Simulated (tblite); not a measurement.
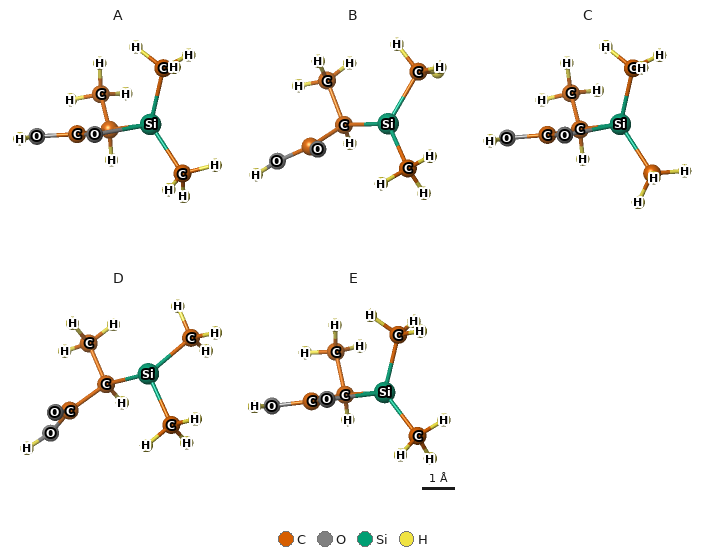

5 geometries from one relaxation of C₅H₁₁O₂Si (charge +1), in shuffled order. A ball-and-stick model, seen at a tilt.

Level of theory: GFN2-xTB geometry optimisation, gas phase in tblite 0.8.0. 

### Order the frames from highest to lowest energy.

D, B, E, A, C. They are steps 0, 57, 75, 147, 228, at +1.346 eV, +0.452 eV, +0.183 eV, +0.015 eV relative to the last. After 228 geometry steps the energy has fallen by 1.346 eV. The atom that moves furthest after the best rigid fit is an H atom (1.90 Å). By element the largest moves are H 1.90 Å, O 1.42 Å, C 1.25 Å, Si 0.53 Å. Among the contacts that change: O–Si 3.173 → 1.918 Å, C–Si 2.848 → 2.348 Å, C–O 1.356 → 1.274 Å, C–Si 1.898 → 1.949 Å. New bonds form: O–Si (3.17 → 1.92 Å). Among the angles between lasting bonds that change: C–C–Si 113.6° → 85.3°, C–C–O 127.5° → 110.4°, C–Si–C 110.9° → 126.0°. Groups turn about C–C by about 30°.
